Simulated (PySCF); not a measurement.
# Al2Cl7: the cost of one run

Computed with PySCF 2.14.0 (relaxation, pbe0, def2-tzvpd, and further levels as typed in the inputs, unless a step's input says otherwise).

### Step 1. The structure to begin with

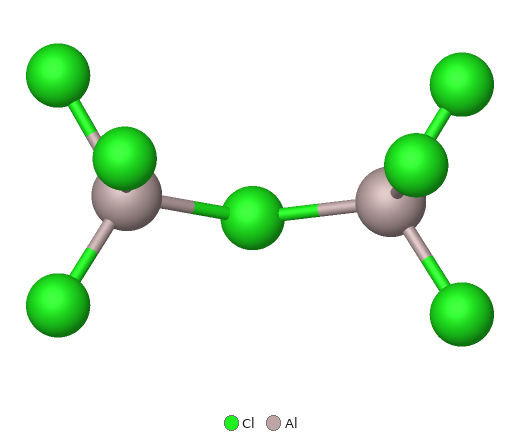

Start, viewed from a chosen angle; chlorine green, aluminium light grey.

As a file:

```xyz
9

Cl    0.0000    0.0000    0.0000
Al    2.0000    0.0000    1.1000
Al   -2.0000    0.0000    1.1000
Cl    3.0593    1.8008    1.3119
Cl    3.0593   -1.8008    1.3119
Cl    2.2090    0.0000    3.1896
Cl   -3.0593    1.8008    1.3119
Cl   -3.0593   -1.8008    1.3119
Cl   -2.2090    0.0000    3.1896
```

### Step 2. Relaxation: Al2Cl7, charge -1

Input file run.py:

```python
from pyscf import gto, dft
from pyscf.geomopt.geometric_solver import optimize
mol = gto.M(atom="mol.xyz", basis="def2-tzvpd", charge=-1, verbose=4)
mf = dft.RKS(mol, xc="pbe0").density_fit().run(conv_tol=1e-9)
m = optimize(mf, maxsteps=60)
print("optimised structure (A):")
for k in range(m.natm): print(m.atom_symbol(k), *(f"{x:.8f}" for x in m.atom_coords(unit="A")[k]))
```

Command:

```
> python run.py
```

**Question.** How long does this run take on 4 threads of Intel Xeon 6975P-C (Granite Rapids), shared host?

About 26 min.
